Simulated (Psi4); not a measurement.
## Run report: GeH₂Cl₂O, excited-state calculation

- system: GeH₂Cl₂O, SMILES [OH][GeH]([Cl])[Cl]
- method: TDA (PBE)/def2-TZVP, RKS (Psi4 1.11)

The geometry comes from this level: PBE0-D4/def2-TZVP.

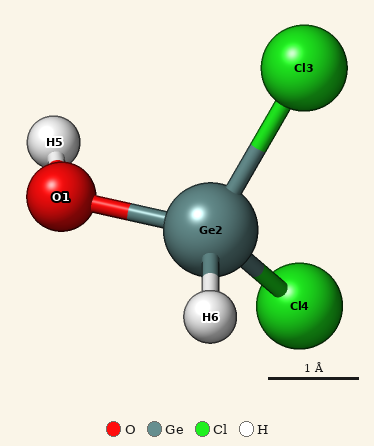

*The input geometry (ball-and-stick view, seen at a tilt; atoms are numbered from 1 in the order of the input). Sticks mark near contacts.*

Bond lengths as drawn: Cl–Ge 2.14 Å, Ge–H 1.52 Å, Ge–O 1.75 Å and H–O 0.96 Å.

## Input file (calc.in)
```python
memory 1600 mb

molecule m {
  0 1
  O     -0.30424591     2.43963643    -1.16066979
  Ge    -0.12358809    -0.28119125     0.71601723
  Cl     3.68213135    -1.63007776     0.79689751
  Cl    -2.36669300    -3.21366825    -0.92105251
  H      0.23886138     2.17696450    -2.87427344
  H     -1.04690827     0.38720488     3.35558668
  units bohr
  symmetry c1
}

set basis def2-TZVP
set puream true
set scf_type df
set dft_radial_points 99
set dft_spherical_points 590
set save_jk true

from psi4.driver.procrouting.response.scf_response import tdscf_excitations
energy_value, wavefunction = energy('pbe', return_wfn=True)
states = tdscf_excitations(wavefunction, states=3, tda=True)
print_variables()
```

Run as:
```bash
psi4 -i calc.in -o calc.out -n 1
```

## The program's output
```
Psi4 1.11 release

   => Loading Basis Set <=

    Name: DEF2-TZVP
    Role: ORBITAL
    Keyword: BASIS

         ---------------------------------------------------------
                                   SCF
                              RKS Reference
                        1 Threads,   1525 MiB Core
         ---------------------------------------------------------

  ==> Geometry <==

    Molecular point group: c1
    Full point group: C1

    Geometry (in Bohr), charge = 0, multiplicity = 1:

       Center              X                  Y                   Z               Mass
    ------------   -----------------  -----------------  -----------------  -----------------
         O           -0.496887794486     3.357414432896    -1.349139848964    15.994914619570
         GE          -0.316229974486     0.636586752896     0.527547171036    73.921177761000
         CL           3.489489465514    -0.712299757104     0.608427451036    34.968852682000
         CL          -2.559334884486    -2.295890247104    -1.109522568964    34.968852682000
         H            0.046219495514     3.094742502896    -3.062743498964     1.007825032230
         H           -1.239550154486     1.304982882896     3.167116621036     1.007825032230

  Running in c1 symmetry.

  Rotational constants: A =      0.12502  B =      0.07407  C =      0.05285 [cm^-1]
  Rotational constants: A =   3748.15009  B =   2220.69462  C =   1584.27511 [MHz]
  Nuclear repulsion =  472.386035498478066

  Charge       = 0
  Multiplicity = 1
  Electrons    = 76
  Nalpha       = 38
  Nbeta        = 38

  ==> Algorithm <==

  SCF Algorithm Type is DF.
  DIIS enabled.
  MOM disabled.
  Fractional occupation disabled.
  Guess Type is SAD.
  Energy threshold   = 1.00e-06
  Density threshold  = 1.00e-06
  Integral threshold = 1.00e-12

  ==> Primary Basis <==

  Basis Set: DEF2-TZVP
    Blend: DEF2-TZVP
    Number of shells: 61
    Number of basis functions: 165
    Number of Cartesian functions: 187
    Spherical Harmonics?: true
    Max angular momentum: 3

  ==> DFT Potential <==

   => LibXC <=

    Version 7.1.2

   => Composite Functional: PBE <=

    PBE GGA Exchange-Correlation Functional

    Deriv               =              1
    GGA                 =           TRUE
    Meta                =          FALSE

    Exchange Hybrid     =          FALSE
    MP2 Hybrid          =          FALSE

   => Exchange Functionals <=

    1.0000     XC_GGA_X_PBE

   => Correlation Functionals <=

    1.0000     XC_GGA_C_PBE

   => LibXC Density Thresholds  <==

    XC_GGA_C_PBE:  1.00E-12
    XC_GGA_X_PBE:  1.00E-15

   => Molecular Quadrature <=

    Radial Scheme          =       TREUTLER
    Pruning Scheme         =           NONE
    Nuclear Scheme         =       TREUTLER

    Blocking Scheme        =         OCTREE
    BS radius alpha        =              1
    Pruning alpha          =              1
    Radial Points          =             99
    Spherical Points       =            590
    Total Points           =         328644
    Total Blocks           =           2455
    Max Points             =            256
    Max Functions          =            152
    Weights Tolerance      =       1.00E-15

   => Loading Basis Set <=

    Name: (DEF2-TZVP AUX)
    Role: JKFIT
    Keyword: DF_BASIS_SCF

  ==> Integral Setup <==

  DFHelper Memory: AOs need 0.132 GiB; user supplied 0.132 GiB.
  SCF_SUBTYPE=INCORE selected. In-core MEM_DF algorithm will be used.
  Using in-core AOs.

  ==> MemDFJK: Density-Fitted J/K Matrices <==

    J tasked:                   Yes
    K tasked:                    No
    wK tasked:                   No
    Memory [MiB]:               135
    Algorithm:                 Core
    Schwarz Cutoff:           1E-12
    Mask sparsity (%):       4.9073
    Fitting Condition:        1E-10

   => Auxiliary Basis Set <=

  Basis Set: (DEF2-TZVP AUX)
    Blend: DEF2-UNIVERSAL-JKFIT
    Number of shells: 173
    Number of basis functions: 635
    Number of Cartesian functions: 814
    Spherical Harmonics?: true
    Max angular momentum: 5

  Cached 50.0% of DFT collocation blocks in 0.538 [GiB].

  Minimum eigenvalue in the overlap matrix is 3.5032656110E-03.
  Reciprocal condition number of the overlap matrix is 6.6778783258E-04.
    Using symmetric orthogonalization.

  ==> Pre-Iterations <==

  SCF Guess: Superposition of Atomic Densities via on-the-fly atomic UHF (no occupation information).

   -------------------------
    Irrep   Nso     Nmo
   -------------------------
     A        165     165
   -------------------------
    Total     165     165
   -------------------------

  ==> Iterations <==

                           Total Energy        Delta E     RMS |[F,P]|

   @DF-RKS iter SAD: -3070.17771747447250   -3.07018e+03   0.00000e+00
   @DF-RKS iter   1: -3071.43532709212741   -1.25761e+00   1.96529e-02 ADIIS/DIIS
   @DF-RKS iter   2: -3055.25551113084884    1.61798e+01   6.68815e-02 ADIIS/DIIS
   @DF-RKS iter   3: -3072.63488926517539   -1.73794e+01   1.17502e-02 ADIIS/DIIS
   @DF-RKS iter   4: -3073.17397171523771   -5.39082e-01   2.61212e-03 ADIIS/DIIS
   @DF-RKS iter   5: -3073.21457511135804   -4.06034e-02   1.49529e-03 ADIIS/DIIS
   @DF-RKS iter   6: -3073.23664950410648   -2.20744e-02   1.93478e-04 ADIIS/DIIS
   @DF-RKS iter   7: -3073.23712899975317   -4.79496e-04   5.19871e-05 DIIS
   @DF-RKS iter   8: -3073.23716320519634   -3.42054e-05   9.68573e-06 DIIS
   @DF-RKS iter   9: -3073.23716420304891   -9.97853e-07   6.32368e-06 DIIS
   @DF-RKS iter  10: -3073.23716467896975   -4.75921e-07   9.95886e-07 DIIS
  Energy and wave function converged.

  ==> Post-Iterations <==

   Electrons on quadrature grid:
      Ntotal   =   76.0000004304 ; deviation = 4.304e-07

    Orbital Energies [Eh]
    ---------------------

    Doubly Occupied:

       1A   -397.128123     2A   -100.664656     3A   -100.664599
       4A    -49.230913     5A    -43.844997     6A    -43.844404
       7A    -43.843479     8A    -18.778410     9A     -9.179597
      10A     -9.179541    11A     -7.000729    12A     -7.000673
      13A     -6.993755    14A     -6.993697    15A     -6.993620
      16A     -6.993565    17A     -6.039268    18A     -4.256478
      19A     -4.255085    20A     -4.252081    21A     -1.166253
      22A     -1.163405    23A     -1.160739    24A     -1.158650
      25A     -1.158585    26A     -0.930007    27A     -0.769363
      28A     -0.747526    29A     -0.536565    30A     -0.444152
      31A     -0.377962    32A     -0.376331    33A     -0.340833
      34A     -0.306374    35A     -0.302914    36A     -0.294665
      37A     -0.292259    38A     -0.282805

    Virtual:

      39A     -0.065893    40A     -0.022895    41A     -0.010570
      42A      0.026890    43A      0.042707    44A      0.141763
      45A      0.158131    46A      0.164059    47A      0.172413
      48A      0.176896    49A      0.211987    50A      0.227989
      51A      0.251266    52A      0.280676    53A      0.291521
      54A      0.307099    55A      0.309677    56A      0.315175
      57A      0.324657    58A      0.337198    59A      0.354169
      60A      0.378070    61A      0.410786    62A      0.430335
      63A      0.447074    64A      0.457535    65A      0.489831
      66A      0.492985    67A      0.520856    68A      0.527639
      69A      0.537671    70A      0.570281    71A      0.596785
      72A      0.625211    73A      0.638006    74A      0.783017
      75A      0.831612    76A      0.848443    77A      0.914598
      78A      0.918118    79A      0.974816    80A      0.983139
      81A      1.023087    82A      1.039252    83A      1.056971
      84A      1.071688    85A      1.142707    86A      1.176384
      87A      1.197498    88A      1.294136    89A      1.300819
      90A      1.469146    91A      1.598205    92A      1.640530
      93A      1.666980    94A      1.673317    95A      1.684706
      96A      1.700560    97A      1.730767    98A      1.748821
      99A      1.758210   100A      1.771713   101A      1.806947
     102A      1.824718   103A      1.833645   104A      1.861849
     105A      1.870728   106A      1.989146   107A      1.990444
     108A      1.991448   109A      1.993122   110A      2.003135
     111A      2.019205   112A      2.029167   113A      2.058955
     114A      2.067800   115A      2.090074   116A      2.115557
     117A      2.131523   118A      2.132391   119A      2.147954
     120A      2.152973   121A      2.159061   122A      2.194567
     123A      2.236885   124A      2.286379   125A      2.293848
     126A      2.326461   127A      2.375541   128A      2.420935
     129A      2.516979   130A      2.525808   131A      2.634152
     132A      2.666522   133A      2.713088   134A      2.735883
     135A      2.735998   136A      2.816318   137A      2.844670
     138A      2.913564   139A      3.277657   140A      3.683106
     141A      4.295607   142A      4.601671   143A      4.669770
     144A      4.995798   145A      5.011754   146A      5.079219
     147A      5.102992   148A      5.258927   149A      5.337583
     150A      5.636097   151A      6.036074   152A      6.213879
     153A      6.377461   154A      6.378247   155A      6.766550
     156A      6.842395   157A     10.515909   158A     10.522690
     159A     10.527479   160A     10.533741   161A     10.796880
     162A     10.813623   163A     24.745286   164A     24.870642
     165A     43.156576

    Final Occupation by Irrep:
              A
    DOCC [    38 ]
    NA   [    38 ]
    NB   [    38 ]

  @DF-RKS Final Energy: -3073.23716467896975

   => Energetics <=

    Nuclear Repulsion Energy =            472.3860354984780656
    One-Electron Energy =               -5211.9813840511651506
    Two-Electron Energy =                1810.5494357418861000
    DFT Exchange-Correlation Energy =    -144.1912518681686777
    Empirical Dispersion Energy =           0.0000000000000000
    VV10 Nonlocal Energy =                  0.0000000000000000
    Total Energy =                      -3073.2371646789697479

Computation Completed

Properties will be evaluated at   0.000000,   0.000000,   0.000000 [a0]

Properties computed using the SCF density matrix

 Multipole Moments:

 ------------------------------------------------------------------------------------
     Multipole            Electronic (a.u.)      Nuclear  (a.u.)        Total (a.u.)
 ------------------------------------------------------------------------------------

 L = 1.  Multiply by 2.5417464519 to convert [e a0] to [Debye]
 Dipole X            :         -0.5747119            0.5248357           -0.0498762
 Dipole Y            :         -0.2556436            0.4905869            0.2349432
 Dipole Z            :          2.2725548           -2.3258532           -0.0532984
 Magnitude           :                                                    0.2460217

 ------------------------------------------------------------------------------------

	total time  =         16 seconds =       0.27 minutes

******************************************************************************************
**********                               WARNING                                **********
**********       The names of excited state variables changed between 1.5       **********
**********     and 1.6. For a quick solution, remove the symmetry specifier     **********
**********   from the variable name. For full details, see 'Notes on Psivars'   **********
**********                        in the documentation.                         **********
******************************************************************************************

         ---------------------------------------------------------
                         TDSCF excitation energies
         ---------------------------------------------------------

  ==> Options <==

     Residual threshold  : 1.0000e-04
     Initial guess       : denominators
     Reference           : RHF
     Solver type         : TDA (Davidson)

  ==> Requested Excitations <==

      3 singlet states with A symmetry

  ==> Seeking the lowest 3 singlet states with A symmetry

                         Generalized Davidson Solver

  ==> Options <==

    Max number of iterations        = 60
    Eigenvector tolerance           = 1.0000e-04
    Max number of expansion vectors = 600

  => Iterations <=
                           Max[D[value]]     Max[|R|]   # vectors
  DavidsonSolver iter   1:   2.44197e-01  5.99430e-02     12
  DavidsonSolver iter   2:   4.40657e-03  2.40453e-02     15
  DavidsonSolver iter   3:   4.17480e-04  6.45425e-03     18
  DavidsonSolver iter   4:   3.65037e-05  1.74524e-03     21
  DavidsonSolver iter   5:   2.27385e-06  3.98972e-04     24
  DavidsonSolver iter   6:   1.27931e-07  1.04611e-04     25
  DavidsonSolver iter   7:   8.17021e-09  3.04441e-05     26      Converged

******************************************************************************************
**********                               WARNING                                **********
**********  Length-gauge rotatory strengths are **NOT** gauge-origin invariant  **********
******************************************************************************************

                                    Excitation Energy         Total Energy        Oscillator Strength             Rotatory Strength
     #   Sym: GS->ES (Trans)        au              eV              au          au (length)    au (velocity)    au (length)    au (velocity)
    ---- -------------------- --------------- --------------- --------------- --------------- --------------- --------------- ---------------
     1        A->A (1 A)       0.22229         6.04888        -3073.01487      0.0001          0.0003         -0.0000         -0.0000
     2        A->A (1 A)       0.23703         6.45001        -3073.00013      0.0235          0.0098         -0.0001         -0.0001
     3        A->A (1 A)       0.23949         6.51678        -3072.99768      0.0326          0.0270          0.0000         -0.0000

Contributing excitations
Only contributions with abs(coeff) > 1.00e-01 will be printed:

Excited State    1 (1 A):   0.22229 au   204.97 nm f = 0.0001
  Sums of squares: Xssq =  1.000000e+00
     38a  ->  39a    -0.993410 (98.686%)

Excited State    2 (1 A):   0.23703 au   192.22 nm f = 0.0235
  Sums of squares: Xssq =  1.000000e+00
     34a  ->  39a     0.243842 ( 5.946%)
     37a  ->  39a    -0.943370 (88.995%)
     38a  ->  40a     0.158744 ( 2.520%)

Excited State    3 (1 A):   0.23949 au   190.25 nm f = 0.0326
  Sums of squares: Xssq =  1.000000e+00
     36a  ->  39a     0.974147 (94.896%)
     37a  ->  41a    -0.105043 ( 1.103%)
     38a  ->  41a    -0.118326 ( 1.400%)

******************************************************************************************
**********                               WARNING                                **********
**********       The names of excited state variables changed between 1.5       **********
**********     and 1.6. For a quick solution, remove the symmetry specifier     **********
**********   from the variable name. For full details, see 'Notes on Psivars'   **********
**********                        in the documentation.                         **********
******************************************************************************************

  Variable Map:
  ----------------------------------------------------------------------------
  "CURRENT ENERGY"              =>   -3073.237164678970
  "CURRENT REFERENCE ENERGY"    =>   -3073.237164678970
  "DD SOLVATION ENERGY"         =>       0.000000000000
  "DFT FUNCTIONAL TOTAL ENERGY" =>   -3073.237164678970
  "DFT TOTAL ENERGY"            =>   -3073.237164678970
  "DFT VV10 ENERGY"             =>       0.000000000000
  "DFT XC ENERGY"               =>    -144.191251868169
  "GRID ELECTRONS ALPHA"        =>      38.000000215175
  "GRID ELECTRONS BETA"         =>      38.000000215175
  "GRID ELECTRONS TOTAL"        =>      76.000000430350
  "NUCLEAR REPULSION ENERGY"    =>     472.386035498478
  "ONE-ELECTRON ENERGY"         =>   -5211.981384051165
  "PCM POLARIZATION ENERGY"     =>       0.000000000000
  "PE ENERGY"                   =>       0.000000000000
  "SCF ITERATION ENERGY"        =>   -3073.237164678970
  "SCF ITERATIONS"              =>      10.000000000000
  "SCF TOTAL ENERGY"            =>   -3073.237164678970
  "TWO-ELECTRON ENERGY"         =>    1810.549435741886
  "XC GRID RADIAL POINTS"       =>      99.000000000000
  "XC GRID SPHERICAL POINTS"    =>     590.000000000000
  "XC GRID TOTAL POINTS"        =>  328644.000000000000

  Array Variable Map:
  ----------------------------------------------------------------------------
  "CURRENT DIPOLE"              =>      -0.049876194589 ... -0.053298368871 1 by 3
  "SCF DIPOLE"                  =>      -0.049876194589 ... -0.053298368871 1 by 3
  "SCF TOTAL ENERGIES"          =>   -3070.177717474473 ... -3073.237164678970 1 by 11

    Psi4 run time: 0:00:44.18
```

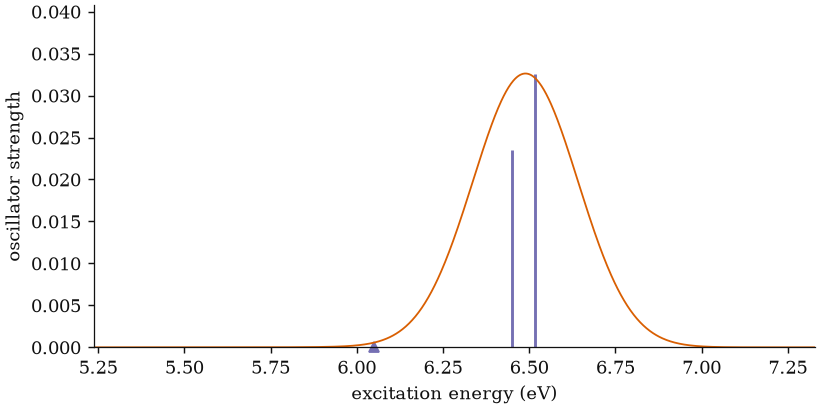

*Computed excitations as sticks (degenerate states added up, dark ones marked on the axis), with a Gaussian envelope of 0.35 eV full width at half maximum, scaled to the tallest.*

Of the 3 states the lowest lies at 6.05 eV (f = 0.000); the strongest line is at 6.52 eV, or 190 nm (f = 0.033).

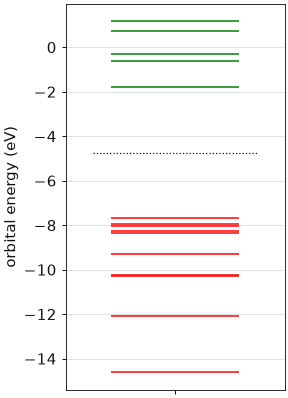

*Orbital energies near the frontier; the dotted line parts filled from empty levels, and levels within 0.02 eV of each other stand side by side.*

Highest filled −7.70 eV, lowest empty −1.79 eV, 5.91 eV apart.

## Summary

- outcome: converged
- total energy: −3073.237165 hartree
- basis functions: 165
- HOMO: −7.70 eV
- LUMO: −1.79 eV
- dipole moment: 0.63 D
- lowest excitation: 6.05 eV
- hardware: 1 thread of Intel Xeon (Sapphire Rapids), 16 GiB of memory available, shared host
- wall time: 45 s
- peak memory: 0.93 GiB
